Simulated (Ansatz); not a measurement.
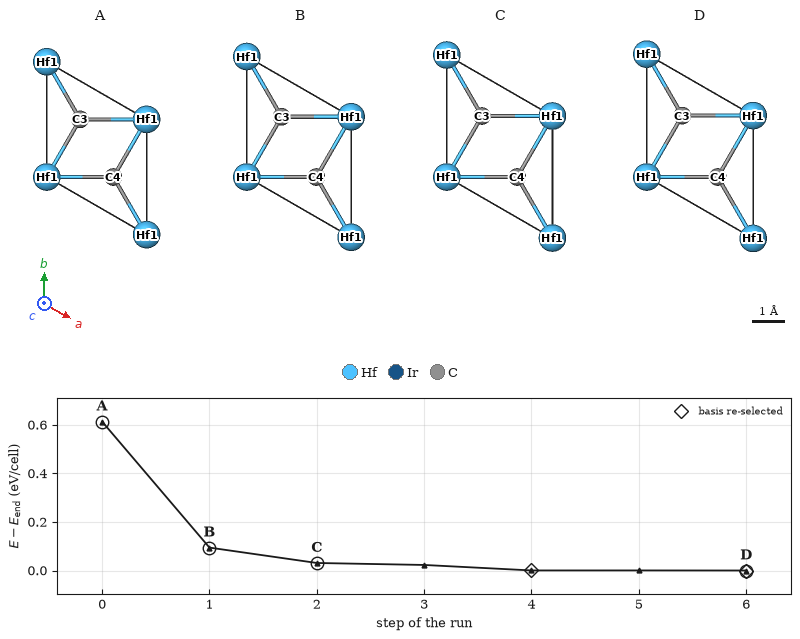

Frames of a relaxation of a crystal of HfIrC$_{2}$ (a generated structure, set up in P6/mmm) (coarse preliminary run), marked on the history of the run. Style: ball-and-stick. Shown: the cell of the calculation, along the c axis.

Theory: Ansatz 0.2.0, DFT PBE, scalar-relativistic, plane waves, PAW. Set-up: plane-wave cutoff 420 eV; k-point mesh 6 × 6 × 4; occupations gaussian; smearing width 0.1 eV; no spin polarisation; cell and atoms relaxed; force threshold 0.04 eV/Å; at most 70 steps.

**Describe the path.**

After 4 accepted moves (6 points after the start) the energy has fallen by 0.613 eV per cell of the calculation. All forces vanish by symmetry, so only the cell relaxes. Pressure: 20.24 GPa at the start and −0.05 GPa at the end. The SCF was repeated twice at an unchanged geometry on a basis and grid sized afresh for the cell, which shifted the energy by 22.6 meV per cell of the calculation at most. The atoms keep their places relative to the cell (all moves are under 0.005 Å). The volume changes by +14.8 %, with a = b 3.679 → 3.922 Å (+6.6 %), c 5.077 → 5.130 Å (+1.0 %). Some distances before and after: C–Hf 2.124 → 2.264 Å, Hf–Ir 2.539 → 2.565 Å. The space group stays P6/mmm (No. 191). The run took 19 s on 1 thread of Arm Neoverse V2, on a shared host, peak memory 0.37 GiB. From step 0 to 1: volume +13.6 %, energy −0.519 eV per cell of the calculation. From step 1 to 2: volume +0.7 %, energy −63.4 meV per cell of the calculation. From step 2 to 6: volume +0.4 %, energy −31.0 meV per cell of the calculation.
